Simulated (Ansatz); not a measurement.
Base system: Zr in the hcp (Mg type) structure (space group P6_3/mmc, No. 194; a = 3.244 Å, c = 5.158 Å; relaxed with 0.1 eV smearing). Axes: x lies along a and z along c of the hexagonal cell.

Structures relaxed with Kohn–Sham DFT with the r2SCAN functional, run in Ansatz (a first-principles code) with PAW and 500 eV plane waves, no spin-orbit coupling.

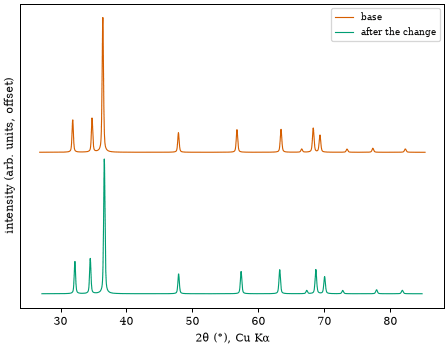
Figure: Simulated powder patterns before (top) and after one change

Which of these changes matches the shifts?
A. biaxial strain −2.50 %, plane normal [001], relaxed out of plane
B. biaxial strain −1.00 %, plane normal [001], relaxed out of plane
C. biaxial strain −2.00 %, plane normal [001], relaxed out of plane

B, biaxial strain −1.00 %, plane normal [001], relaxed out of plane. Its volume per atom is 23.22 Å³ against 23.51 Å³, and its space group is P6_3/mmc (No. 194).

No phonon test of stability was made. The final runs are not spin-polarised.
